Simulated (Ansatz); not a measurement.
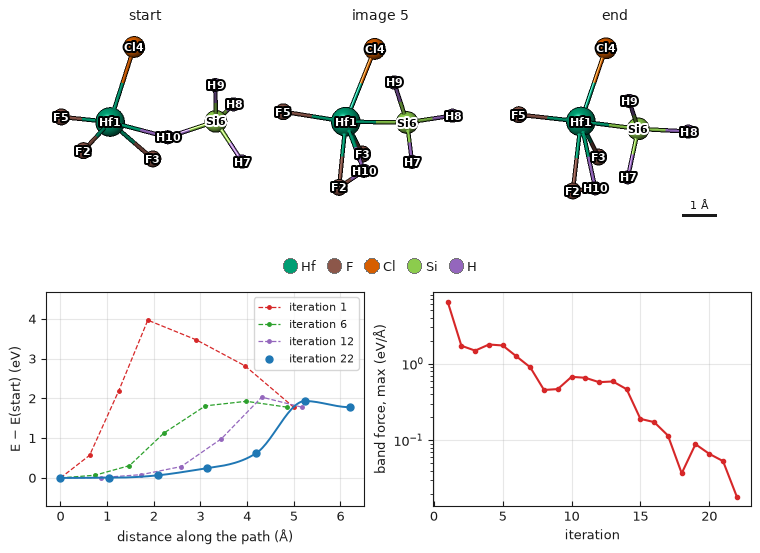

A search for the minimum-energy path of HfSiH$_{4}$ClF$_{3}$ by the nudged elastic band. Images are numbered from 0 (start) to 6 (end). The plot follows the band through its iterations. The picture is a ball-and-stick view, seen at a tilt.

Theory: RKS PBE-D4/def2-SVP (Ansatz 0.2.0). Settings: 5 movable images; climbing image; force threshold 0.03 eV/Å; iteration limit 60; starting path through a guess of the saddle point.

Q: Judge this run.

A: The result is final at these settings. The band converged in 22 iterations. The largest component of the band force went from 6.5 to 0.018 eV/Å. The climbing image converged on the top of the path. Its vibrational analysis gives one imaginary mode (289i cm⁻¹), as a transition state must have. The first iteration put the highest image at 3.97 eV. The energy climbs by 1.94 eV to image 5 and then falls by 0.15 eV, so the end point sits at +1.78 eV.

The run took 3.3 min on 4 threads of Arm Neoverse V2, with other jobs on the host, peak memory 0.2 GiB.
